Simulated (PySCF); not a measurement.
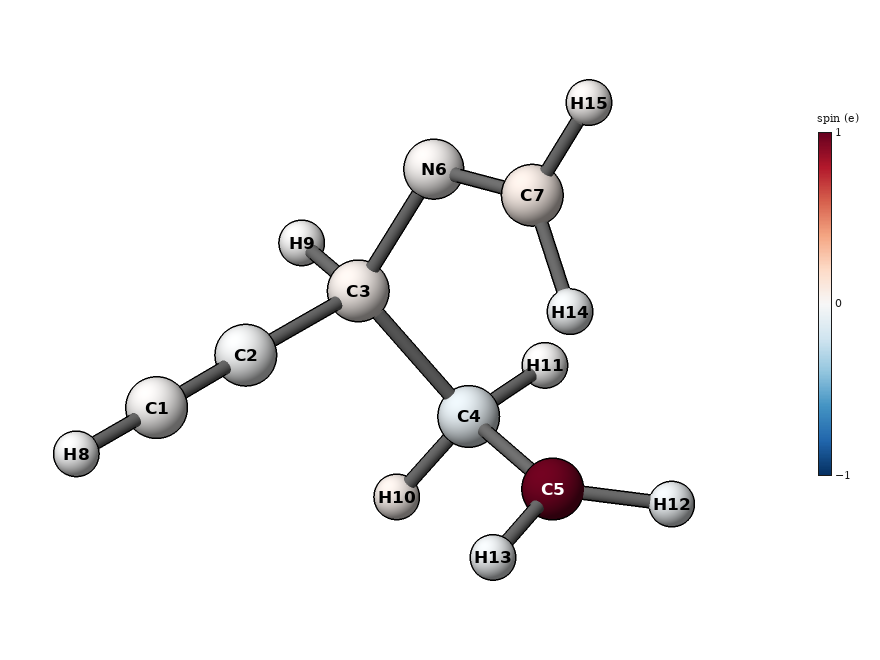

Atoms are coloured by their Mulliken spin populations. Charge 0, doublet. The geometry was computed by an optimisation with GFN2-xTB. No frequency run is at hand to confirm it as a minimum. Method: UKS B3LYP, pcH-1 on C H N, non-relativistic (PySCF 2.14.0).

Which atom carries the largest spin population?

Answer. C5 (0.98 e).

Which atom has the lowest spin population?

Answer. C4 (−0.08 e); a negative value comes from spin polarisation.

List the Mulliken spin populations.

| atom | value (e) |
| --- | --- |
| C1 | 0.01 |
| C2 | −0.01 |
| C3 | 0.05 |
| C4 | −0.08 |
| C5 | 0.98 |
| N6 | 0.02 |
| C7 | 0.07 |
| H8 | 0.00 |
| H9 | 0.00 |
| H10 | 0.05 |
| H11 | 0.00 |
| H12 | −0.04 |
| H13 | −0.04 |
| H14 | −0.03 |
| H15 | 0.02 |

Mulliken values depend strongly on the basis set.
